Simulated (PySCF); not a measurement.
**Cl³⁺: dipole response in aug-cc-pCVTZ-DK plus 1 even-tempered diffuse shell per l**

How polarisable is Cl³⁺ at the levels listed below?

Method: unrestricted determinants in a Gaussian basis, no spin-orbit coupling in the energies. Code: PySCF 2.14.0.

### 1 The atom as given

- Element: chlorine (Z = 17)
- Basis: aug-cc-pCVTZ-DK with one added diffuse shell each of s, p, d, f type (9s8p6d4f, 91 functions)
- Hamiltonian: the spin-free X2C one-electron Hamiltonian (Gaussian nucleus)
- State 1: Cl³⁺: [Ne] 3s2 3p2, high-spin 3P determinant
- Methods: UHF, PBE, PBE0, HSE06, PW91

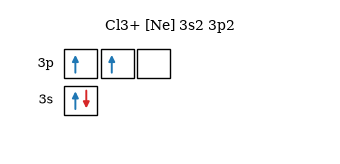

Outer shells as boxes.

One driver process ran all states and methods and kept the integrals in memory. Each run is shown as a PySCF script that sums up its settings (the driver passes frozen orbitals as a list and adds second-order terms of double hybrids); the logs are those of the runs themselves. The driver starts from symmetry-adapted Hartree-Fock orbitals, holds the occupation by maximum overlap and uses a logarithmic radial grid for functionals, so a plain start would take other cycles.

The integrals over 91 functions and the set-up took 0.32 s of CPU time.

### 2 Cl³⁺: the ladder of methods

Level: UHF.

The input, input.py:

```python
from pyscf import gto, scf, dft, mp, cc
import basis_set_exchange as bse
mol = gto.M(atom="Cl 0 0 0", charge=3, spin=2, symmetry="D2h",
            basis=gto.basis.parse(bse.get_basis("aug-cc-pCVTZ-DK", elements=["Cl"], fmt="nwchem", augment_diffuse=1)),
            nucmod="G")
mf = scf.UHF(mol).sfx2c1e()
mf.irrep_nelec = {'Ag': (3, 3), 'B1u': (2, 1), 'B2u': (2, 1), 'B3u': (1, 1)}
mf.kernel()
```

The program printed:

```text
damping factor = 0
level_shift factor = 0
DIIS = <class 'pyscf.scf.diis.CDIIS'>
diis_start_cycle = 1
diis_space = 10
diis_damp = 0
SCF conv_tol = 1e-09
SCF conv_tol_grad = None
number electrons alpha = 8  beta = 6
cycle= 1 E= -458.20119730289  delta_E= -0.00522  |g|= 0.0314  |ddm|= 0.0666
cycle= 2 E= -458.201871431458  delta_E= -0.000674  |g|= 0.0119  |ddm|= 0.0235
cycle= 3 E= -458.201982261293  delta_E= -0.000111  |g|= 0.000471  |ddm|= 0.0139
cycle= 4 E= -458.201982357716  delta_E= -9.64e-08  |g|= 4.41e-05  |ddm|= 0.000429
cycle= 5 E= -458.201982358549  delta_E= -8.33e-10  |g|= 8.01e-06  |ddm|= 5.09e-05
converged SCF energy = -458.201982358549  <S^2> = 2.0100429  2S+1 = 3.0066878
```

CPU time 10 s on a shared host, the integrals not counted.

Orbital energies by shell (radii are means over both spins):

```csv
shell,electrons,mean orbital energy (eV),spread (eV),rms radius (bohr)
1s α,1,-2911.0,0,0.105
1s β,1,-2910.1,0,0.105
2s α,1,-335.66,0,0.477
2s β,1,-334.83,0,0.477
2p α,3,-265.10,0.795,0.450
2p β,3,-263.55,0.918,0.450
3s α,1,-69.544,0,1.50
3s β,1,-61.912,0,1.50
3p α,2,-53.018,0,1.63
```

⟨S²⟩ = 2.010, ⟨L²⟩ = 2.03.

The driver then solved the coupled dipole response at imaginary frequencies: mean α = 4.465 bohr³ (xx, yy, zz: 4.769, 4.313, 4.313), C₆ = 12.21 au for a like pair.

Level: PBE.

Changes to input.py:

```diff
@@ -5,3 +5,3 @@
             nucmod="G")
-mf = scf.UHF(mol).sfx2c1e()
+mf = dft.UKS(mol, xc="PBE").sfx2c1e()
 mf.irrep_nelec = {'Ag': (3, 3), 'B1u': (2, 1), 'B2u': (2, 1), 'B3u': (1, 1)}
```

The program printed:

```text
damping factor = 0
level_shift factor = 0
DIIS = <class 'pyscf.scf.diis.CDIIS'>
diis_start_cycle = 1
diis_space = 10
diis_damp = 0
SCF conv_tol = 1e-09
SCF conv_tol_grad = None
number electrons alpha = 8  beta = 6
XC functionals = PBE
    J. P. Perdew, K. Burke, and M. Ernzerhof.,  Phys. Rev. Lett. 77, 3865 (1996)
    J. P. Perdew, K. Burke, and M. Ernzerhof.,  Phys. Rev. Lett. 78, 1396 (1997)
    J. P. Perdew, K. Burke, and M. Ernzerhof.,  Phys. Rev. Lett. 77, 3865 (1996)
    J. P. Perdew, K. Burke, and M. Ernzerhof.,  Phys. Rev. Lett. 78, 1396 (1997)
cycle= 1 E= -458.585561782111  delta_E= -0.00998  |g|= 0.0151  |ddm|= 0.225
cycle= 2 E= -458.585621289408  delta_E= -5.95e-05  |g|= 0.00375  |ddm|= 0.0157
cycle= 3 E= -458.585623078156  delta_E= -1.79e-06  |g|= 0.000696  |ddm|= 0.00176
cycle= 4 E= -458.585623205386  delta_E= -1.27e-07  |g|= 8.53e-05  |ddm|= 0.000549
cycle= 5 E= -458.585623207021  delta_E= -1.64e-09  |g|= 1.13e-05  |ddm|= 8.71e-05
cycle= 6 E= -458.585623207037  delta_E= -1.59e-11  |g|= 3.23e-07  |ddm|= 8.51e-06
converged SCF energy = -458.585623207037  <S^2> = 2.0027253  2S+1 = 3.0018163
```

CPU time 4.3 s on a shared host, the integrals not counted.

The driver then solved the coupled dipole response at imaginary frequencies: mean α = 4.325 bohr³ (xx, yy, zz: 4.594, 4.191, 4.191), C₆ = 11.74 au for a like pair.

Level: PBE0.

Changes to input.py:

```diff
@@ -5,3 +5,3 @@
             nucmod="G")
-mf = dft.UKS(mol, xc="PBE").sfx2c1e()
+mf = dft.UKS(mol, xc="PBE0").sfx2c1e()
 mf.irrep_nelec = {'Ag': (3, 3), 'B1u': (2, 1), 'B2u': (2, 1), 'B3u': (1, 1)}
```

The program printed:

```text
damping factor = 0
level_shift factor = 0
DIIS = <class 'pyscf.scf.diis.CDIIS'>
diis_start_cycle = 1
diis_space = 10
diis_damp = 0
SCF conv_tol = 1e-09
SCF conv_tol_grad = None
number electrons alpha = 8  beta = 6
XC functionals = PBE0
    C. Adamo and V. Barone.,  J. Chem. Phys. 110, 6158 (1999)
    M. Ernzerhof and G. E. Scuseria.,  J. Chem. Phys. 110, 5029 (1999)
cycle= 1 E= -458.617615839772  delta_E= -0.00668  |g|= 0.0147  |ddm|= 0.179
cycle= 2 E= -458.617731186656  delta_E= -0.000115  |g|= 0.0032  |ddm|= 0.0128
cycle= 3 E= -458.617737545278  delta_E= -6.36e-06  |g|= 0.00075  |ddm|= 0.00317
cycle= 4 E= -458.617737702895  delta_E= -1.58e-07  |g|= 7.43e-05  |ddm|= 0.000559
cycle= 5 E= -458.617737703735  delta_E= -8.39e-10  |g|= 3.59e-06  |ddm|= 4.97e-05
converged SCF energy = -458.617737703735  <S^2> = 2.0039538  2S+1 = 3.0026347
```

CPU time 12 s on a shared host, the integrals not counted.

The driver then solved the coupled dipole response at imaginary frequencies: mean α = 4.347 bohr³ (xx, yy, zz: 4.630, 4.206, 4.206), C₆ = 11.81 au for a like pair.

Level: HSE06.

Changes to input.py:

```diff
@@ -5,3 +5,3 @@
             nucmod="G")
-mf = dft.UKS(mol, xc="PBE0").sfx2c1e()
+mf = dft.UKS(mol, xc="HSE06").sfx2c1e()
 mf.irrep_nelec = {'Ag': (3, 3), 'B1u': (2, 1), 'B2u': (2, 1), 'B3u': (1, 1)}
```

The program printed:

```text
damping factor = 0
level_shift factor = 0
DIIS = <class 'pyscf.scf.diis.CDIIS'>
diis_start_cycle = 1
diis_space = 10
diis_damp = 0
SCF conv_tol = 1e-09
SCF conv_tol_grad = None
number electrons alpha = 8  beta = 6
XC functionals = HSE06
    J. Heyd, G. E. Scuseria, and M. Ernzerhof.,  J. Chem. Phys. 118, 8207 (2003)
    J. Heyd, G. E. Scuseria, and M. Ernzerhof.,  J. Chem. Phys. 124, 219906 (2006)
    A. V. Krukau, O. A. Vydrov, A. F. Izmaylov, and G. E. Scuseria.,  J. Chem. Phys. 125, 224106 (2006)
cycle= 1 E= -458.637733319454  delta_E= -0.0069  |g|= 0.0148  |ddm|= 0.177
cycle= 2 E= -458.637831125069  delta_E= -9.78e-05  |g|= 0.0031  |ddm|= 0.0126
cycle= 3 E= -458.637835598723  delta_E= -4.47e-06  |g|= 0.000799  |ddm|= 0.00258
cycle= 4 E= -458.637835786843  delta_E= -1.88e-07  |g|= 7.36e-05  |ddm|= 0.000608
cycle= 5 E= -458.637835787707  delta_E= -8.64e-10  |g|= 5.32e-06  |ddm|= 5.57e-05
converged SCF energy = -458.637835787707  <S^2> = 2.0039031  2S+1 = 3.002601
```

It used 12 s of CPU time after the integrals (shared host).

The driver then solved the coupled dipole response at imaginary frequencies: mean α = 4.330 bohr³ (xx, yy, zz: 4.612, 4.189, 4.189), C₆ = 11.76 au for a like pair.

Level: PW91.

Changes to input.py:

```diff
@@ -5,3 +5,3 @@
             nucmod="G")
-mf = dft.UKS(mol, xc="HSE06").sfx2c1e()
+mf = dft.UKS(mol, xc="PW91,PW91").sfx2c1e()
 mf.irrep_nelec = {'Ag': (3, 3), 'B1u': (2, 1), 'B2u': (2, 1), 'B3u': (1, 1)}
```

The program printed:

```text
damping factor = 0
level_shift factor = 0
DIIS = <class 'pyscf.scf.diis.CDIIS'>
diis_start_cycle = 1
diis_space = 10
diis_damp = 0
SCF conv_tol = 1e-09
SCF conv_tol_grad = None
number electrons alpha = 8  beta = 6
XC functionals = PW91,PW91
    J. P. Perdew. In P. Ziesche and H. Eschrig, editors, Proceedings of the 75. WE-Heraeus-Seminar and 21st Annual International Symposium on Electronic Structure of Solids, 11. Berlin, 1991. Akademie Verlag.
    J. P. Perdew, J. A. Chevary, S. H. Vosko, K. A. Jackson, M. R. Pederson, D. J. Singh, and C. Fiolhais.,  Phys. Rev. B 46, 6671 (1992)
    J. P. Perdew, J. A. Chevary, S. H. Vosko, K. A. Jackson, M. R. Pederson, D. J. Singh, and C. Fiolhais.,  Phys. Rev. B 48, 4978 (1993)
    J. P. Perdew. In P. Ziesche and H. Eschrig, editors, Proceedings of the 75. WE-Heraeus-Seminar and 21st Annual International Symposium on Electronic Structure of Solids, 11. Berlin, 1991. Akademie Verlag.
    J. P. Perdew, J. A. Chevary, S. H. Vosko, K. A. Jackson, M. R. Pederson, D. J. Singh, and C. Fiolhais.,  Phys. Rev. B 46, 6671 (1992)
    J. P. Perdew, J. A. Chevary, S. H. Vosko, K. A. Jackson, M. R. Pederson, D. J. Singh, and C. Fiolhais.,  Phys. Rev. B 48, 4978 (1993)
cycle= 1 E= -458.754970197558  delta_E= -0.0108  |g|= 0.0117  |ddm|= 0.237
cycle= 2 E= -458.755026954767  delta_E= -5.68e-05  |g|= 0.00164  |ddm|= 0.018
cycle= 3 E= -458.755028486004  delta_E= -1.53e-06  |g|= 0.000415  |ddm|= 0.00235
cycle= 4 E= -458.755028531444  delta_E= -4.54e-08  |g|= 0.000149  |ddm|= 0.000466
cycle= 5 E= -458.7550285332  delta_E= -1.76e-09  |g|= 5.35e-06  |ddm|= 6.22e-05
cycle= 6 E= -458.755028533209  delta_E= -9.38e-12  |g|= 2.84e-07  |ddm|= 6.23e-06
converged SCF energy = -458.755028533209  <S^2> = 2.0026888  2S+1 = 3.001792
```

It used 4.4 s of CPU time after the integrals (shared host).

The driver then solved the coupled dipole response at imaginary frequencies: mean α = 4.323 bohr³ (xx, yy, zz: 4.586, 4.192, 4.192), C₆ = 11.72 au for a like pair.

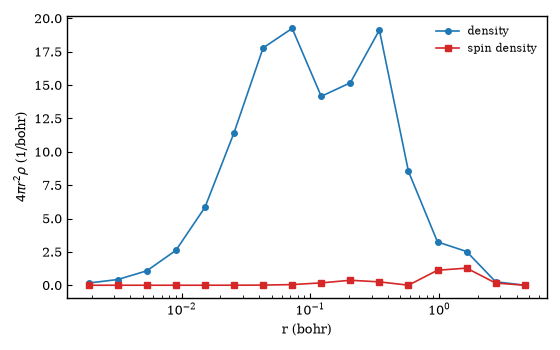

Radial density 4πr²ρ of Cl³⁺ at UHF, at 16 stored radii joined by straight lines.

### 3 Polarisabilities and C₆

Cl³⁺, in atomic units:

```csv
method,mean α,C₆ (like pair),S(−4)
UHF,4.465,12.21,8.160
PBE,4.325,11.74,7.112
PBE0,4.347,11.81,7.254
HSE06,4.330,11.76,7.149
PW91,4.323,11.72,7.125
```

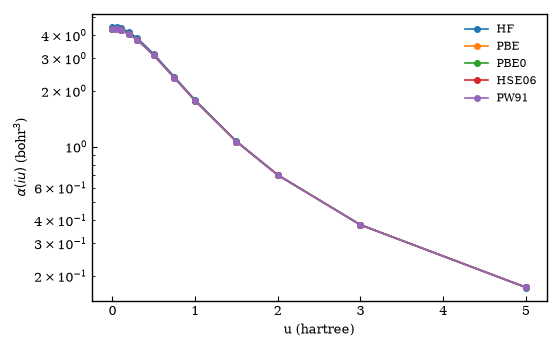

α(iu) of Cl³⁺, the polarisability at imaginary frequency, on a logarithmic scale.

### 4 Results

| quantity | value |
| --- | --- |
| α of Cl³⁺ | 4.323 (PW91) to 4.465 (UHF) bohr³ |

In words: A single London oscillator with the computed α and C₆ of Cl³⁺ at UHF would have ω = 4 C₆ / (3 α²) = 0.816 hartree. All values hold for this basis alone; no basis-set limit was taken.
